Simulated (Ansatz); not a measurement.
# AlH2F (SMILES [H][Al]([H])[F]) at 6 levels

Aim: a comparison of 6 runs (UHF/STO-3G, B2PLYP/STO-3G, SVWN5/STO-3G, CCSDTQ/STO-3G, CCSD(T)/STO-3G, UCCSD(T)/STO-3G) of AlH2F. 

The calculation is run with Ansatz 0.2.0.

52 further runs of the same task are left out: 52 set aside as unsound or not needed.

## (1) Starting point

AlH2F: 4 atoms, total charge 0, spin state singlet. As SMILES, `[H][Al]([H])[F]`. The H2–Al1 distance was set to 3.821 Å, away from the relaxed value. At this shape a bond of the SMILES string is far longer than usual.

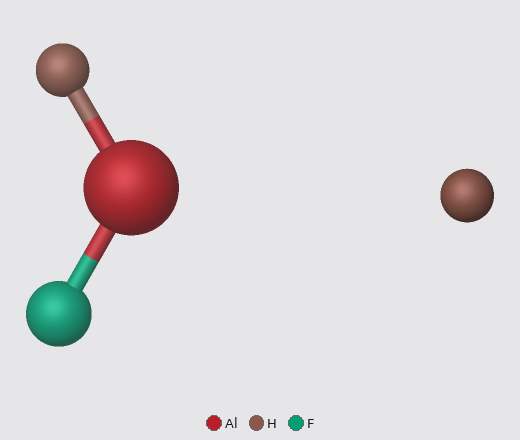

Viewed from a chosen angle; aluminium red, hydrogen brown, fluorine teal.

## (2) The energy at UHF/STO-3G (run 1)

The input, run.yaml:

```yaml
crystal:
  periodic: [false, false, false]
  atoms:
    - symbol: Al
      position_ang: [-2.271358, 0.108505, -0.018770]
    - symbol: H
      position_ang: [1.546910, -0.017870, 0.014080]
    - symbol: H
      position_ang: [-3.029948, 1.434645, -0.039130]
    - symbol: F
      position_ang: [-3.118478, -1.297805, -0.015310]
basis:
  gaussian: {orbitals: STO-3G}
magnetization: {spin_polarized: true}
hamiltonian: {xc: hf}
accuracy: high
```

The run is started by

```
$ ansatz run run.yaml --threads 1 --pin off --max-ram 2610MiB --events-out events.jsonl --progress --plain --runs-dir runs
```

Log:

```text
Warning: RAYON_NUM_THREADS=1 ignored (pool sized by the plan → 1); use --threads N
Functional definition: HF
  name "HF"
  exchange = exact_x
  correlation = 0
259 factors; integrals over basis functions are off by at most 4.5e-9 eV
mean field evaluation 1: about -9188.4611 eV, gradient 1.6e1 eV
mean field evaluation 2: about -9188.4687 eV, gradient 1.6e1 eV
mean field evaluation 4: about -9190.9385 eV, gradient 5.8e0 eV
mean field evaluation 8: about -9193.2587 eV, gradient 5.3e0 eV
mean field evaluation 16: about -9198.9972 eV, gradient 1.4e0 eV
mean field evaluation 32: about -9199.0296 eV, gradient 5.6e-9 eV
mean field evaluation 64: about -9191.1925 eV, gradient 4.8e0 eV
mean field evaluation 96: about -9198.0906 eV, gradient 5.3e0 eV
mean field -9199.02960072 eV, -338.0581025002 hartree, gradient 4.4e-8 eV, S^2 1.004597; 3 other end points of the search recorded, 0 dependent functions left out
reference -9199.02960072 eV, -338.0581025002 hartree; 12, 12 occupied and 4, 4 virtual orbitals, 259 factors
Total energy: -9199.02960072 eV, -338.0581025002 hartree
```

Run time: 0.16 s. Hardware: 1 thread of Arm Neoverse V1, shared host.

## (3) A single-point energy at B2PLYP/STO-3G (run 2)

The input, molecule.yaml:

```yaml
crystal:
  periodic: [false, false, false]
  atoms:
    - {symbol: Al, position_ang: [-2.271358, 0.108505, -0.018770]}
    - {symbol: H, position_ang: [1.546910, -0.017870, 0.014080]}
    - {symbol: H, position_ang: [-3.029948, 1.434645, -0.039130]}
    - {symbol: F, position_ang: [-3.118478, -1.297805, -0.015310]}
basis:
  gaussian:
    orbitals: STO-3G
hamiltonian:
  xc: {name: B2PLYP}
correlation:
  frozen_orbitals: {Al: 5, F: 1, H: 0}
accuracy: high
```

The run is started by

```
$ ansatz run molecule.yaml --threads 1 --pin off --max-ram 2610MiB --events-out events.jsonl --progress --plain --runs-dir runs
```

Log:

```text
Warning: RAYON_NUM_THREADS=1 ignored (pool sized by the plan → 1); use --threads N
Functional definition: B2PLYP
  name "B2PLYP"
  parameter a = 0.53
  parameter c = 0.27
  exchange = (1 - a)*b88_x + a*exact_x
  correlation = (1 - c)*lyp_c + c*(mp2_os + mp2_ss)
259 factors; integrals over basis functions are off by at most 4.5e-9 eV
mean field evaluation 1: about -9205.1970 eV, gradient 2.3e1 eV
mean field evaluation 2: about -9205.1936 eV, gradient 2.3e1 eV
mean field evaluation 4: about -9209.7520 eV, gradient 1.2e1 eV
mean field evaluation 8: about -9209.7519 eV, gradient 1.2e1 eV
mean field evaluation 16: about -9212.1601 eV, gradient 1.1e-8 eV
mean field -9212.16014846 eV, -338.5406412296 hartree, gradient 2.1e-8 eV, S^2 0.000000; 0 other end points of the search recorded, 0 dependent functions left out; unrestricted orbitals would lower it
6 core orbitals not correlated: weight in the atoms' cores, before any rotation towards them, 1.000 or more for the frozen orbitals, at most 0.000 for the correlated occupied ones
reference -9212.16016608 eV, -338.5406418769 hartree; 6, 6 occupied and 4, 4 virtual orbitals, 259 factors
second order -8.24439917 eV of doubles, -0.00000000 eV of singles
Total energy: -9214.38615385 eV, -338.6224454187 hartree
```

It took 1.1 s on 1 thread of Arm Neoverse V1, shared host; peak memory 0.093 GiB.

Runs 3 to 4 aren't shown in full; the table further down has their settings and results.

## (4) A single-point energy at CCSD(T)/STO-3G (run 5)

The input, in.yaml:

```yaml
crystal:
  periodic: [false, false, false]
  atoms:
    - {symbol: Al, position_ang: [-2.271358, 0.108505, -0.018770]}
    - {symbol: H, position_ang: [1.546910, -0.017870, 0.014080]}
    - {symbol: H, position_ang: [-3.029948, 1.434645, -0.039130]}
    - {symbol: F, position_ang: [-3.118478, -1.297805, -0.015310]}
basis:
  gaussian: {orbitals: STO-3G}
correlation: {method: ccsd_t, frozen_orbitals: {Al: 5, F: 1, H: 0}}
accuracy: high
scf: {omitted_lower_state_checks: [cluster_reference, increment]}
```

The run is started by

```
$ ansatz run in.yaml --threads 1 --pin off --max-ram 2610MiB --events-out events.jsonl --progress --plain --runs-dir runs
```

Log:

```text
Warning: RAYON_NUM_THREADS=1 ignored (pool sized by the plan → 1); use --threads N
[... 12 lines left out ...]
6 core orbitals not correlated: weight in the atoms' cores, before any rotation towards them, 1.000 or more for the frozen orbitals, at most 0.000 for the correlated occupied ones
[... 35 lines left out ...]
WARN: these amplitudes may be one of several solutions (largest doubles amplitude 0.96, level shift 11.83 eV)
Total energy: -9200.60875887 eV, -338.1161354919 hartree
Checks for a lower state left out: cluster_reference, increment
```

Run time: 0.14 s. Hardware: 1 thread of Arm Neoverse V1, shared host.

## (5) The energy at UCCSD(T)/STO-3G (run 6)

molecule.yaml, as its differences from that of step 3:

```diff
@@ -10,6 +10,10 @@
     orbitals: STO-3G
-hamiltonian:
-  xc: {name: B2PLYP}
+magnetization:
+  spin_polarized: true
+  initial_magnetization: 0
 correlation:
+  method: ccsd_t
   frozen_orbitals: {Al: 5, F: 1, H: 0}
 accuracy: high
+scf:
+  omitted_lower_state_checks: [cluster_reference, increment]
```

The run is started by

```
$ ansatz run molecule.yaml --threads 1 --pin off --max-ram 2610MiB --events-out events.jsonl --progress --plain --runs-dir runs
```

Log:

```text
Warning: RAYON_NUM_THREADS=1 ignored (pool sized by the plan → 1); use --threads N
[... 14 lines left out ...]
6 core orbitals not correlated: weight in the atoms' cores, before any rotation towards them, 1.000 or more for the frozen orbitals, at most 0.000 for the correlated occupied ones
[... 36 lines left out ...]
Total energy: -9200.46330649 eV, -338.1107902155 hartree
Checks for a lower state left out: cluster_reference, increment
```

Run time: 0.24 s. Hardware: 1 thread of Arm Neoverse V1, shared host.

## (6) The series

```
run            level  frozen core orbitals  energy (Eh)  wall time
  1       UHF/STO-3G                     –  -338.058103     0.16 s
  2    B2PLYP/STO-3G                     6  -338.622445      1.1 s
  3     SVWN5/STO-3G                     –  -337.102117      0.6 s
  4    CCSDTQ/STO-3G                     6  -338.111625      2.1 s
  5   CCSD(T)/STO-3G                     6  -338.116135     0.14 s
  6  UCCSD(T)/STO-3G                     6  -338.110790     0.24 s
```

## (7) Summary of results

| quantity | value |
| --- | --- |
| run 6: total energy | -338.11079 Eh |
| run 6: correlation energy (6 core orbitals frozen) | -52.7 mEh |
| run 6: (T) correction | -3.89 mEh |
| run 6: ⟨S²⟩ of the reference determinant | 1.005 |
| run 6: T1 diagnostic | 0.019 |

What this shows: Below the UHF energy at the same shape and in the same basis (STO-3G): CCSDTQ -53.5 mEh; CCSD(T) -58.0 mEh; UCCSD(T) -52.7 mEh. Some of these start from another determinant than that one, so these aren't their correlation energies. Totals of different functionals can't be ranked against each other. In run 5 the T1 diagnostic is large, so a single reference may not serve. In runs 2, 4, 5 the log says that unrestricted orbitals would lower the reference, so the values rest on an unstable closed-shell determinant (other closed-shell runs at this shape may share the fault). In runs 1, 2, 3, 4, 5, 6 the basis is minimal, so the values are rough. Spin contamination of the reference: run 1 ⟨S²⟩ = 1.00, run 6 ⟨S²⟩ = 1.00. Where it is this large, the reference is a mixture of spin states, and values that rest on it are in doubt. All runs together took 4.4 s, the longest 2.1 s.
